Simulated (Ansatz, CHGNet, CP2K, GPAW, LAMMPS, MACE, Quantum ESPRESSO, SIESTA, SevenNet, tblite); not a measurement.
**Glassy 74TiO2-26ZrO2 (mol %) (105 atoms): one structure in several programs**

Aim: run glassy 74TiO2-26ZrO2 (mol %) (105 atoms) in several programs and set results and cost side by side. A plane-wave run serves as the reference.

Program: Ansatz 0.2.0. Level of theory: Kohn-Sham DFT, PBE, PAW, plane waves. Results are calculated unless marked as measured.

## Step 1: Starting point

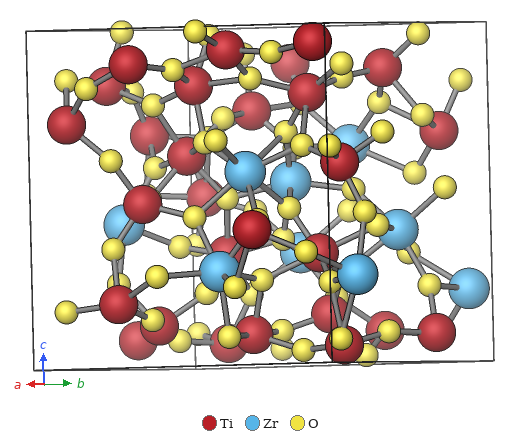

The starting structure, seen slightly off an axis (titanium red, zirconium blue, oxygen yellow). Bonds to atoms that aren't drawn are left out. Some periodic images of atoms are drawn too.

The cell holds 105 atoms: 26 Ti, 9 Zr and 70 O. Its edges and angles: a = 11.023 Å, b = 11.023 Å, c = 11.023 Å, α = 90.0°, β = 90.0°, γ = 90.0°. 105 atoms (26 Ti, 9 Zr, 70 O) placed at random at 3.98 g/cm³, melted at 4000 K for 10 ps at fixed volume with the Morse and Coulomb pair potential with partial charges (Pedone, Malavasi, Menziani, Cormack and Segre, J. Phys. Chem. B 110, 11780 (2006)). Quenched from 4000 K to 300 K at 50 K/ps and fixed volume, held 10 ps at zero pressure, then minimised at fixed cell.

## Step 2: The reference run

The PAW files are the set soft_2.

The input, input.yaml:

```yaml
crystal:
  lattice:
    - [11.0226, 0.0, 0.0]
    - [0.0, 11.0226, 0.0]
    - [0.0, 0.0, 11.0226]
  atoms:
    - { symbol: Ti, position: [0.55463, 0.72416, 0.32784] }
    - { symbol: Ti, position: [0.34755, 0.99842, 0.08531] }
    - { symbol: Ti, position: [0.24083, 0.24401, 0.07078] }
    - { symbol: Ti, position: [0.9874, 0.73515, 0.39729] }
    [... 95 atom lines left out ...]
    - { symbol: O, position: [0.27928, 0.94153, 0.2262] }
    - { symbol: O, position: [0.92576, 0.88121, 0.32864] }
    - { symbol: O, position: [0.8588, 0.19885, 0.35084] }
    - { symbol: O, position: [0.62652, 0.56877, 0.25181] }
    - { symbol: O, position: [0.22374, 0.69508, 0.02564] }
    - { symbol: O, position: [0.48654, 0.91459, 0.09144] }
kpoints:
  mp_grid: { grid: [1, 1, 1] }
hamiltonian:
  xc: pbe
scf:
  occupations: { method: fermi_dirac, width: 0.05 }
output:
  forces: true
  eigenvalues: true
  populations: true
  stress: true
```

The run is started by

```sh
$ ansatz run input.yaml --threads 4 --pin off --max-ram 8192MiB --backend cpu --events-out ev --progress --plain --runs-dir out
```

Numbers of over 12 decimals in the logs are rounded to 6 here.

What it wrote:

```text
[...]
Pseudopotentials: kind: paw
Pseudopotential: Ti, paw, valence charge 12, recommended cutoff 420 eV (normal), Ti.paw.azcp
Pseudopotential: Zr, paw, valence charge 12, recommended cutoff 420 eV (normal), Zr.paw.azcp
Pseudopotential: O, paw, valence charge 6, recommended cutoff 420 eV (normal), O.paw.azcp
[...]
Crystal: 105 atoms, lattice volume = 1339.221 Å³
Basis set: ecut = 420 eV, 26145 PW (Γ), exchange–correlation on 150×150×150 points (8 copies of the dense FFT grid, shifted against one another)
Bands: 525, of which v1, the nominal top of the filled ones, is band 420 counted from 1 (419 counted from 0)
Symmetry: 1 space group operations
Space group: P1 (ITA 1), of the structure as read, at distance tolerance 1.1e-4 Å
k-points: 1
[...]
Initial density: superposition of atomic densities (neutral atoms: chi_scale 0, normalization atom), corrected by the library's trained network
Initial wavefunctions: pseudopotential atomic-orbital guess
[...]
SCF iter   1: F=—  HF=-142506.852853 eV  |F-HF|=—  |Δ(HF+E_count)|=         —  Δρ=4.70e-3  dr2=2.85e-1  ethr=1.77e-3  ⟨swp⟩=4.0  Hψ=1947  notcnv=0  defer=26
preconditioner: auto → Resta (q_TF=auto, 2.524 Å⁻¹)  ε∞=5.7  [insulator: Δε(μ)=2.519 eV  Ē_g=11.538 eV  σ=0.050 eV  W_gap=1.00  n_scr=364 (ndim 8)  ℏωp=25.1 eV  f_vac=0.096  D(μ)=0.00/eV (n_scr^D=0)  ε∞_Penn≈5.7]
[...]
SCF iter  11: F=—  HF=-142506.823642 eV  |F-HF|=—  |Δ(HF+E_count)|=   2.46e-7  Δρ=2.91e-6  dr2=1.29e-7  ethr=1.35e-10  ⟨swp⟩=2.0  Hψ=772  notcnv=0  defer=86
SCF iter  12: F=-142506.823642 eV  HF=-142506.823642 eV  |F-HF|=1.37e-8  |Δ(HF+E_count)|=   1.10e-7  Δρ=1.85e-6  dr2=5.17e-8  ethr=1.19e-11  ⟨swp⟩=10.0  Hψ=1983  notcnv=0
SCF 1 converged in 12 iterations: F = -142506.823642 eV  dr2 = 5.17e-8
[...]
SCF converged after 12 iterations
Free energy (F): -142506.823642 eV
Harris-Foulkes:  -142506.823642 eV  (|F-HF|=1.37e-8)
Internal energy: -142506.823642 eV  (E = F + TS)
E sigma→0 (E₀):  -142506.823642 eV
Fermi energy:    8.105407 eV
--- Per-component energies (eV) ---
[...]
Σ components = -142506.823642   (vs F -142506.823642, Δ=0.00e0)
--- Forces (eV/Å), atoms counted from 1 ---
  atom   1  Ti    -0.95760714    -0.02067232    -0.30799717
  atom   2  Ti    -0.73264173     0.21813699     0.62531649
  atom   3  Ti    -0.17321250    -1.46362453     0.94613712
  atom   4  Ti     0.19031622    -0.01076237    -0.00805394
[...]
atom 105  O      0.23761051     0.20140449     0.26749559
  max |Σ_I F_I| component: 6.03e-5 eV/Å
--- Stress (GPa, compression-positive) ---
        2.488476       0.537170      -0.926454
        0.537170      -0.057803       0.804705
       -0.926454       0.804705       0.925794
  P = ⅓ Tr σ = 1.1188 GPa (11.188 kbar)
--- Band table (eV) ---
  k-point 0: bands = ["-49.8271", "-49.8196", "-49.7882", "-49.7066", [... 509 levels ...], "11.8667", "11.8863", "11.9252", "11.9537", "11.9756", "11.9873", "12.0269", "12.0437", "12.0780", "12.1016", "12.1197", "12.1535"]
--- Löwdin populations: 105 sites ---
  site symbol       q [e]
     0     Ti     10.6470
     1     Ti     10.7104
     2     Ti     10.6891
[...]
104      O      6.5727
  spilling = 0.003635 (of n_electrons = 840.000000)
```

It took 47 s on 4 threads of Arm Neoverse V1, shared host; peak memory 2.3 GiB; 3 min of CPU time.

Read from the output:

| Item | Value |
| --- | --- |
| free energy | -142506.8236 eV |
| free energy per atom | -1357.2078 eV/atom |
| SCF cycles | 12 |
| pressure | 1.119 GPa |
| r.m.s. force component | 0.5982 eV/Å |
| longest force | 2.524 eV/Å |
| Fermi energy | 8.105 eV |
| gap (highest filled to lowest empty level) | 2.452 eV |
| spilling of the projection | 0.003635 |

Neighbours are counted within 2.64 Å (O-Ti), 2.82 Å (O-Zr).

Length of the force by element and coordination:

| element | coordination | atoms | mean length of the force (eV/Å) | spread | least | most |
| --- | --- | --- | --- | --- | --- | --- |
| O | all | 70 | 0.852 | 0.484 | 0.0754 | 2.52 |
| O | 2 | 22 | 0.807 | 0.441 | 0.176 | 1.76 |
| O | 3 | 48 | 0.872 | 0.501 | 0.0754 | 2.52 |
| Ti | all | 26 | 0.967 | 0.381 | 0.191 | 1.84 |
| Ti | 4 | 5 | 0.871 | 0.465 | 0.413 | 1.75 |
| Ti | 5 | 14 | 1.08 | 0.218 | 0.689 | 1.53 |
| Ti | 6 | 7 | 0.806 | 0.481 | 0.191 | 1.84 |
| Zr | all | 9 | 1.32 | 0.442 | 0.804 | 2.03 |
| Zr | 6 | 7 | 1.26 | 0.404 | 0.804 | 1.86 |
| Zr | 7 | 2 | 1.52 | 0.505 | 1.02 | 2.03 |

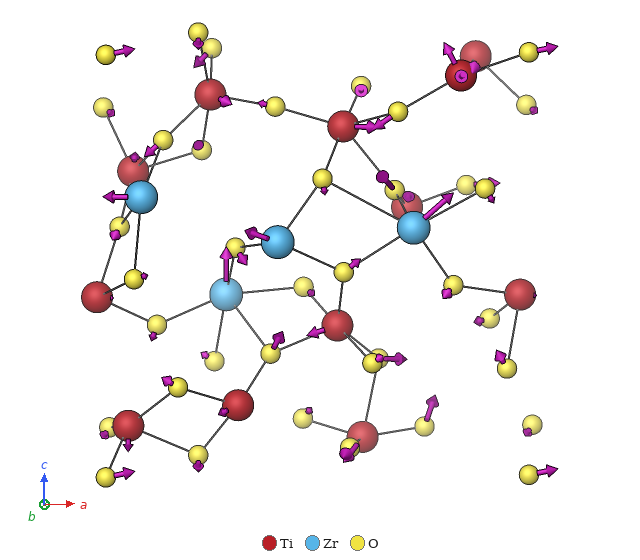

Forces as arrows; the longest in the cell is 2.52 eV/Å. Drawn is a slice 4 Å thick, seen along the normal of the ac plane. Bonds to atoms that aren't drawn are left out.

Löwdin charges by element and coordination (they lack the spilled electrons, 0.029 e an atom on average):

| element | coordination | atoms | mean charge (e) | spread | least | most |
| --- | --- | --- | --- | --- | --- | --- |
| O | all | 70 | -0.644 | 0.0427 | -0.720 | -0.540 |
| O | 2 | 22 | -0.607 | 0.0451 | -0.696 | -0.540 |
| O | 3 | 48 | -0.661 | 0.0285 | -0.720 | -0.607 |
| Ti | all | 26 | 1.34 | 0.0329 | 1.25 | 1.39 |
| Ti | 4 | 5 | 1.30 | 0.0274 | 1.25 | 1.33 |
| Ti | 5 | 14 | 1.35 | 0.0316 | 1.28 | 1.39 |
| Ti | 6 | 7 | 1.35 | 0.0174 | 1.33 | 1.38 |
| Zr | all | 9 | 1.48 | 0.0252 | 1.44 | 1.52 |
| Zr | 6 | 7 | 1.48 | 0.0243 | 1.44 | 1.52 |
| Zr | 7 | 2 | 1.46 | 0.0236 | 1.44 | 1.49 |

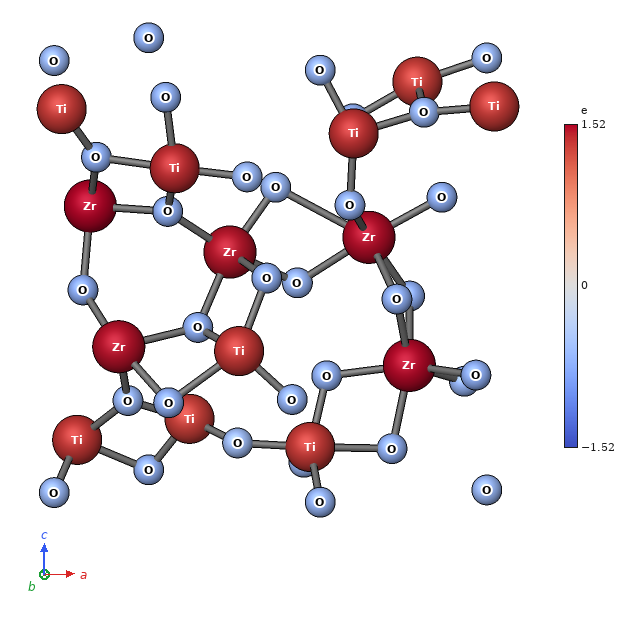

Atoms coloured by Löwdin charge. Drawn is a slice 4 Å thick, seen along the normal of the ac plane. Bonds to atoms that aren't drawn are left out.

The levels nearest the highest filled one (over half full), pooled over k-points and spins:

| level less the highest filled one (eV) | occupation |
| --- | --- |
| -0.225 | 2 |
| -0.176 | 2 |
| -0.159 | 2 |
| -0.0627 | 2 |
| -0.0395 | 2 |
| 0 | 2 |
| 2.45 | 0 |
| 2.55 | 0 |
| 2.58 | 0 |
| 2.63 | 0 |
| 2.69 | 0 |
| 2.71 | 0 |

## Step 3: The other programs

The programs:
- CHGNet: machine-learned potential, published weights.
- CP2K 2026.2: Gaussian basis with GTH pseudopotentials and a plane-wave density; labels give functional, basis (MOLOPT sets; SR short-range, UZH the newer set with its own potentials), grid cutoff/relative cutoff and solver (OT: orbital transformation; TRS4, TC2, SIGN: linear-scaling purification with its sparsity filter), or its built-in tight binding.
- GPAW 26.7.0: PAW with atomic orbitals (LCAO), plane waves or a real-space grid of spacing h.
- MACE: machine-learned potential, published weights.
- Quantum ESPRESSO 7.5: plane waves; labels (QE) give functional, pseudopotential set and cutoffs of waves/density.
- SIESTA 5.4.2: numerical atomic orbitals, whose automatically made sets are far from complete, with PseudoDojo norm-conserving potentials that we converted to its format (checked against plane waves on the same files for H, C, O, Si, Ge and Ca alone); labels give functional, basis size, energy shift and mesh cutoff.
- SevenNet: machine-learned potential, published weights.
- tblite 0.8.0: extended tight binding, driven from Python.

All use the same cell and atoms; the electronic-structure runs use the same k-mesh, and an electronic temperature of 580 K (0.05 eV) where levels are smeared.

Differences are against the plane-wave reference, forces as r.m.s. over components; share is that over the reference's r.m.s. force, slope the least-squares factor from reference forces to these. Total energies of different programs have different zeros and aren't compared.

| run | Δ force, r.m.s. (meV/Å) | share (%) | slope | Δ pressure (GPa) | Δ gap (eV) | cores | CPU time | memory (GiB) |
| --- | --- | --- | --- | --- | --- | --- | --- | --- |
| reference | - | - | - | - | - | 4 | 3 min | 2.3 |
| CHGNet 0.3.0 potential | 145 | 24.2 | 0.883 | 1.31 | - | 1 | 8 s | 1.5 |
| CP2K PBE, DZVP-MOLOPT-SR, 280/50 Ry, diagonalisation (coarse) | 97.7 | 16.3 | 1.040 | 0.246 | -0.0775 | 4 | 12 min | 4.4 |
| CP2K PBE, DZVP-MOLOPT-SR, 800/50 Ry, diagonalisation | 34.5 | 5.77 | 1.034 | 0.121 | -0.0781 | 2 | 15 min | 6.1 |
| GPAW PBE, LCAO dzp, h 0.18 Å | 139 | 23.2 | 1.086 | - | -0.0985 | 2 | 18 min | 3.0 |
| GPAW PBE, LCAO dzp, h 0.25 Å (coarse) | 523 | 87.5 | 1.086 | - | -0.0966 | 1 | 10 min | 1.3 |
| GPAW PBE, LCAO sz(dzp), h 0.18 Å (coarse) | 218 | 36.4 | 1.097 | - | -0.311 | 1 | 4.5 min | 1.9 |
| GPAW PBE, grid h 0.18 Å | 68.9 | 11.5 | 1.045 | - | 0.0077 | 4 | 42 min | 4.9 |
| GPAW revPBE, LCAO dzp, h 0.18 Å | 169 | 28.3 | 1.104 | - | -0.0829 | 2 | 13 min | 3.0 |
| MACE MP-0b3 medium potential | 133 | 22.3 | 0.879 | 1.57 | - | 1 | 15 s | 1.2 |
| QE PBE, sssp-1.3.0-efficiency, 60/480 Ry | 5.93 | 0.991 | 0.998 | -0.499 | -0.0061 | 2 | 42 min | 4.4 |
| SIESTA PBE, DZP, shift 0.01 Ry, mesh 500 Ry | 73.8 | 12.3 | 1.036 | 0.371 | -0.191 | 4 | 8.7 min | 2.7 |
| SIESTA PBE, SZP, shift 0.01 Ry, mesh 500 Ry (coarse) | 102 | 17.0 | 1.060 | 0.367 | -0.271 | 2 | 6.4 min | 2.1 |
| SevenNet 0 potential | 124 | 20.7 | 0.909 | 1.48 | - | 1 | 15 s | 1.0 |
| tblite GFN1-xTB | 731 | 122 | 0.123 | -12.6 | - | 1 | 11 s | 0.14 |

Rows marked coarse were listed beforehand as settings not expected to be converged; some can still land near the reference.

Times of the machine-learned potentials are mostly Python's start and the loading of weights.

CPU time is summed over cores on a shared host, where runs went side by side, so it is rough. Symmetry, cutoffs, thresholds, outputs and thread counts weren't matched or tuned between programs; memory under MPI is the largest rank's times the ranks.

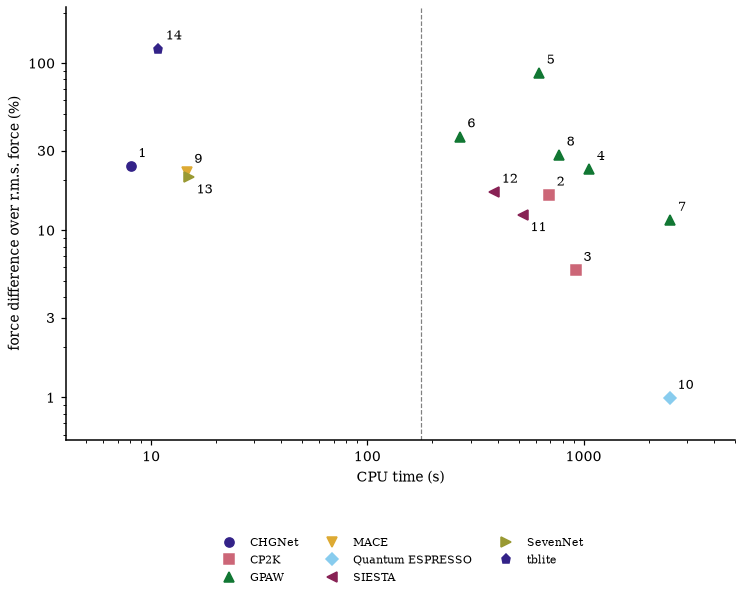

Force difference against CPU time; the dashed line marks the reference's time. Points: 1 CHGNet 0.3.0 potential; 2 CP2K PBE, DZVP-MOLOPT-SR, 280/50 Ry, diagonalisation; 3 CP2K PBE, DZVP-MOLOPT-SR, 800/50 Ry, diagonalisation; 4 GPAW PBE, LCAO dzp, h 0.18 Å; 5 GPAW PBE, LCAO dzp, h 0.25 Å; 6 GPAW PBE, LCAO sz(dzp), h 0.18 Å; 7 GPAW PBE, grid h 0.18 Å; 8 GPAW revPBE, LCAO dzp, h 0.18 Å; 9 MACE MP-0b3 medium potential; 10 QE PBE, sssp-1.3.0-efficiency, 60/480 Ry; 11 SIESTA PBE, DZP, shift 0.01 Ry, mesh 500 Ry; 12 SIESTA PBE, SZP, shift 0.01 Ry, mesh 500 Ry; 13 SevenNet 0 potential; 14 tblite GFN1-xTB.

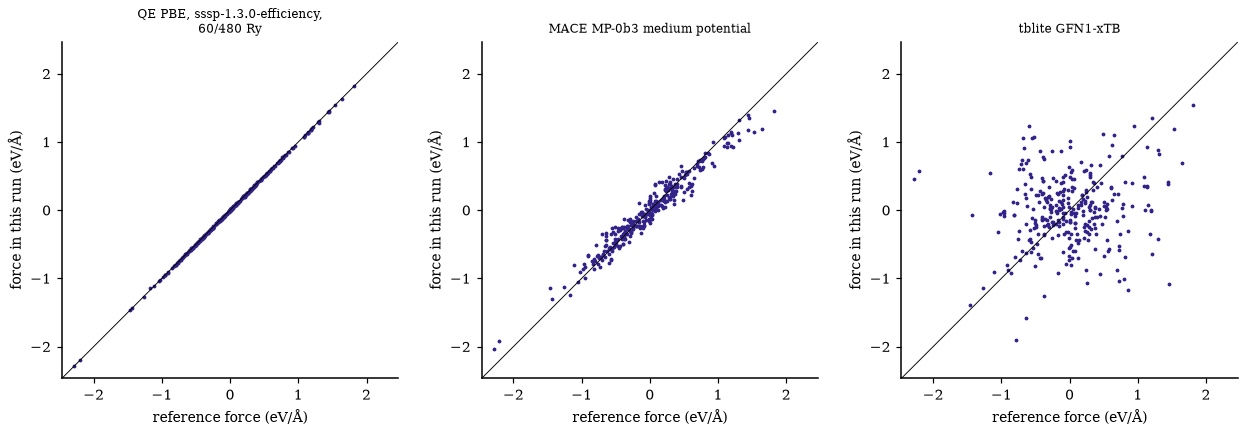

Force components against those of the reference; the line marks equality.

Mean charges by element (e), by run and scheme:

| run | scheme | Ti | Zr | O |
| --- | --- | --- | --- | --- |
| reference | Löwdin | +1.34 | +1.48 | -0.64 |
| CP2K PBE, DZVP-MOLOPT-SR, 800/50 Ry, diagonalisation | Mulliken | +1.08 | +1.24 | -0.56 |
| CP2K PBE, DZVP-MOLOPT-SR, 800/50 Ry, diagonalisation | Hirshfeld | +0.59 | +0.70 | -0.31 |
| SIESTA PBE, DZP, shift 0.01 Ry, mesh 500 Ry | Hirshfeld | +0.50 | +0.60 | -0.26 |
| tblite GFN1-xTB | Mulliken | +0.89 | +1.10 | -0.47 |

The reference's Löwdin charges lack the electrons that the projection spills, 0.029 e an atom on average.

Within one program, basis, potentials and functional, energies share a zero. Each run against its twin at the usual cutoff or grid and solver:

| run | twin | Δ energy (meV/atom) | Δ force, r.m.s. (meV/Å) | CPU time over the twin's |
| --- | --- | --- | --- | --- |
| CP2K PBE, DZVP-MOLOPT-SR, 280/50 Ry, diagonalisation | DZVP-MOLOPT-SR, 800/50 Ry, diagonalisation | -2.20 | 90.6 | 0.75 (this twin ran on 2 cores) |
| GPAW PBE, LCAO dzp, h 0.25 Å | LCAO dzp, h 0.18 Å | 403 | 505 | 0.59 (this twin ran on 2 cores) |

## Step 4: What came out

| Item | Value |
| --- | --- |
| reference r.m.s. force component | 0.598 eV/Å |
| nearest in forces | QE PBE, sssp-1.3.0-efficiency, 60/480 Ry, 0.99 % |
| farthest in forces | tblite GFN1-xTB, 122 % |
| cheapest electronic-structure run beside the reference | tblite GFN1-xTB, 11 s of CPU time |

**Reading.** PBE on plane waves or a grid with other potentials, cutoffs or grids, coarse settings apart, differs from the reference by 0.99 % (QE PBE, sssp-1.3.0-efficiency, 60/480 Ry) to 12 % (GPAW PBE, grid h 0.18 Å) of the r.m.s. force; this holds the reference's own error, so differences of a few per cent don't tell which side is nearer the exact PBE result (QE's 60 Ry are 816 eV, against the reference's 420 eV). GPAW PBE, grid h 0.18 Å stands apart from the other plane-wave or grid runs, so its own grid or potentials are the likelier cause. The PBE runs in local orbitals, coarse settings apart, differ by 5.8 % (CP2K PBE, DZVP-MOLOPT-SR, 800/50 Ry, diagonalisation) to 23 % (GPAW PBE, LCAO dzp, h 0.18 Å); basis, grid and potentials can all enter. Tight binding differs by 122 % (tblite GFN1-xTB); it is another model, with fitted parameters of its own, and the xTB methods hold dispersion. Machine-learned potentials differ by 21 % (SevenNet 0 potential) to 24 % (CHGNet 0.3.0 potential); they were trained on other programs' data. Rows with another functional or a dispersion term differ by 28 % (GPAW revPBE, LCAO dzp, h 0.18 Å), which mixes the change of model with differences of basis and potentials. Runs with settings chosen to be coarse differ by 16 % (CP2K PBE, DZVP-MOLOPT-SR, 280/50 Ry, diagonalisation) to 87 % (GPAW PBE, LCAO dzp, h 0.25 Å), their programs' other errors included. One electronic-structure run takes under half the reference's CPU time: tblite GFN1-xTB, at 122 % in 11 s against 3 min, too far off to be of use; its pressure misses by -12.6 GPa. At the same functional, gaps differ from the reference's 2.45 eV by between -0.31 and +0.01 eV. Charges hang on model, scheme and program or settings: among these rows the mean for Zr runs from +0.60 to +1.48 e. In the reference: filled and empty levels are parted by 2.45 eV (at Γ alone); a semilocal functional tends to put such gaps too low. In a disordered cell it changes from sample to sample, and tail or defect levels can set it. In the reference: mean Löwdin charges: O -0.64, Ti +1.34, Zr +1.48 e (they miss 0.36 % of the electrons, so they add up to more than the cell's charge). Periodic xTB results under one method name differ between programs and library versions. Machine-learned potentials mimic data converged in k, so the reference's own k-point error enters their differences. The quench rate of 50 K/ps is many orders above laboratory rates, so the cell is likely richer in defects and strain than a real sample. The network of bonds at the start is that of the classical potential that made the cell, and needn't be the one that DFT or experiment would give. The electronic-structure runs sample only Γ, in a cell whose shortest periodic width is 11 Å.

[Also dropped from logs without a mark: logging warnings of Python, and SIESTA's first energy breakdown and zero terms.]

[Logs are printed without paths, hosts, clocks, repeated set-up lines and the standing remarks that a program may print on its own settings, such as how far it seeks lower states.]

[Hosts, paths, dates, database ids (printed as entryN), source tags and the programs' standing remarks are cut or masked in the printed files.]
